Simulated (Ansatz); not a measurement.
F₄H₂OW···Cl (doublet)

Input

```
crystal:
  periodic: [false, false, false]
  atoms:
    - { symbol: W, position_ang: [0.024803, -0.058179, -0.132368] }
    - { symbol: F, position_ang: [0.044502, 0.570538, 1.653612] }
    - { symbol: F, position_ang: [1.848791, 0.255939, -0.338079] }
    - { symbol: H, position_ang: [-0.030517, 1.694124, -0.054335] }
    - { symbol: F, position_ang: [-1.821334, 0.152652, -0.262082] }
    - { symbol: O, position_ang: [0.087317, -1.673685, 0.751642] }
    - { symbol: H, position_ang: [0.107386, -1.78904, 1.776561] }
    - { symbol: F, position_ang: [-0.004527, -0.360507, -1.976892] }
    - { symbol: Cl, position_ang: [0.125179, -1.288941, 3.60424] }
magnetization:
  spin_polarized: true
  initial_magnetization: 1
basis:
  gaussian: { orbitals: def2-SVP }
hamiltonian:
  xc: pbe
relax:
  f_tol: 0.03
  max_steps: 50
output:
  orbitals: {}
```

Launched as:

```sh
ansatz run input.yaml --threads 4 --pin off --max-ram 5120MiB --backend cpu --events-out ev --progress --plain --runs-dir out
```

The fields are those of the run's last geometry, not of the input's.

Core potentials replace the inner electrons of W.

Computed with UKS PBE/def2-SVP in Ansatz 0.2.0.

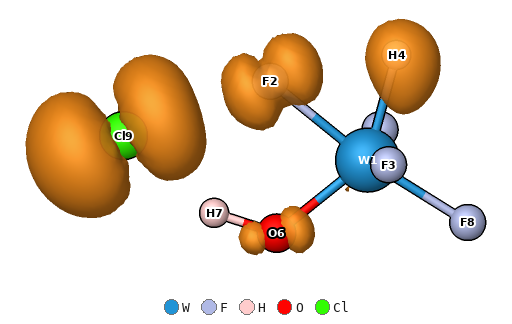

Figure 1. Isosurfaces of the spin density at +0.02 (orange) and −0.02 e/Å³ (purple), seen across its widest extent.

**Describe the spin distribution.**

The unpaired spin (1 electron) lies mostly on Cl9 (about 0.7) and F2 (about 0.2), in electrons by Hirshfeld's partition. Only one sign reaches the isovalue.

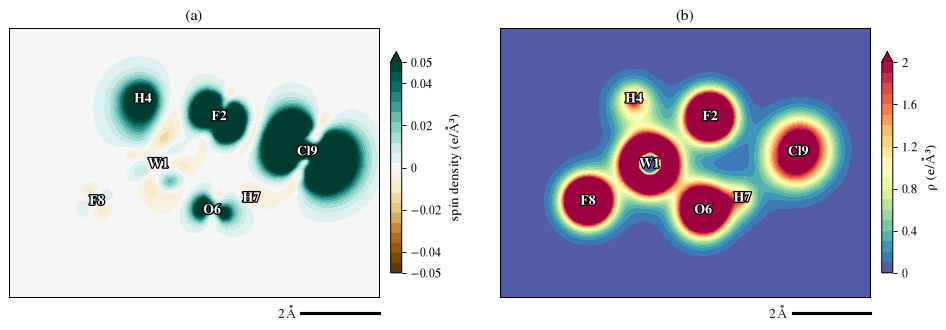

Figure 2. (a) spin density; (b) electron density on the plane of atoms H4, W1 and F8.

**Read the bonding off the picture.**

The section cuts through W, F, H, O and Cl sites.
Cl9···H7 (1.89 Å): the density falls to about 0.35 e/Å³ on the way: by its geometry a hydrogen bond between the two molecules, with no shared pair.
W–O (1.84 Å): ρ is about 1.3 e/Å³ halfway.
W–F (1.87 Å): ρ is about 1.1 e/Å³ halfway.
O–H (1.04 Å): ρ at the midpoint is about 3.2 e/Å³.
W–F (1.98 Å): ρ at the midpoint is about 0.81 e/Å³.

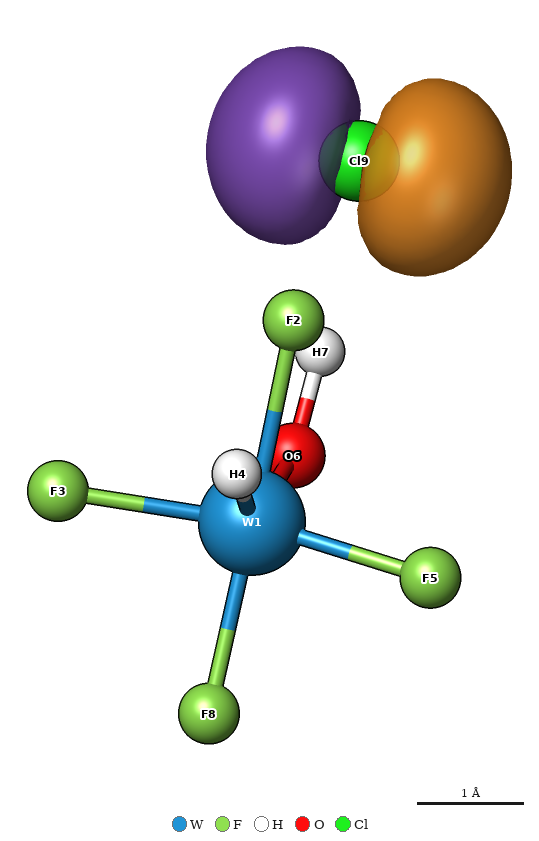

Figure 3. The HOMO (β) at ±0.2 Å⁻³ᐟ² (orange and purple are the two phases), seen at an oblique angle.

**Describe this orbital and give its energy.**

By Hirshfeld shares it lies mainly on Cl9 (about 95 %); largely a lone pair of Cl9. Its energy is −7.51 eV.

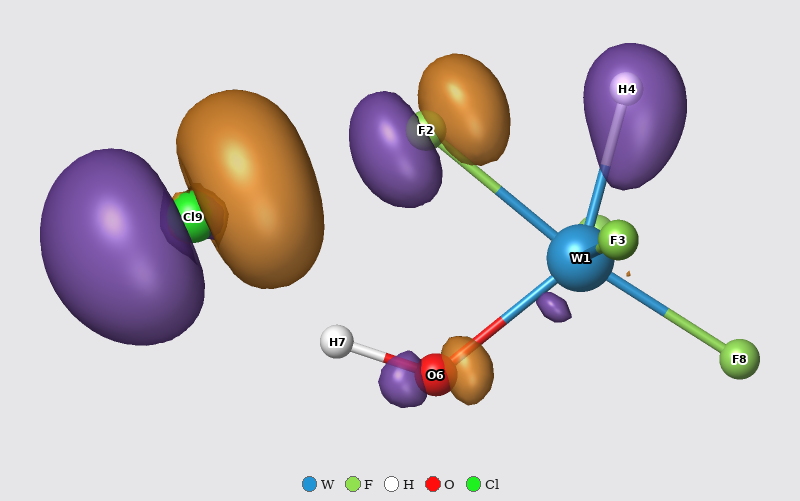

Figure 4. The LUMO (β) at ±0.15 Å⁻³ᐟ² (orange and purple are the two phases), seen across its widest extent.

**Describe this orbital and give its energy.**

By Hirshfeld shares it lies mainly on Cl9 (about 70 %) and F2 (about 15 %). Its energy is −6.77 eV.
